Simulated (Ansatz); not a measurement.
# Profile along the Os–Os line in Os (hcp, Mg type)

Os (hcp, Mg type), conventional cell a = 2.755 Å, b = 2.755 Å, c = 4.344 Å, α = 90.00°, β = 90.00°, γ = 120.00°. The calculation uses the primitive cell of 2 atoms, to which meshes and values per cell refer.

Fields along a shortest Os–Os line of a (-1 1 0 2) plane (2.75 Å), from Os to Os, interpolated on the slice's grid (step about 0.2 Å). These are PBE (plane waves to 420 eV, PAW, scalar-relativistic; Ansatz, a quantum-chemistry and plane-wave program) values and carry that method's errors. k mesh 19×19×11. Near the nuclei the fields are pseudised (PAW); where an atom keeps semicore shells as valence, they peak there. Os is run without spin polarisation. Os was relaxed with its symmetry unable to fall. Spin-orbit coupling is left out, though Os is heavy.

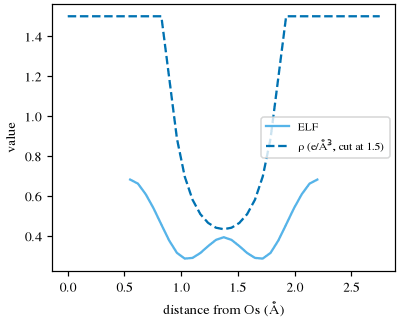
*ELF (away from the nuclei) and valence density from Os to Os.*

Density on the Os–Os line (2.75 Å) at its midpoint: 0.43 e/Å³. ELF at that point: 0.39.
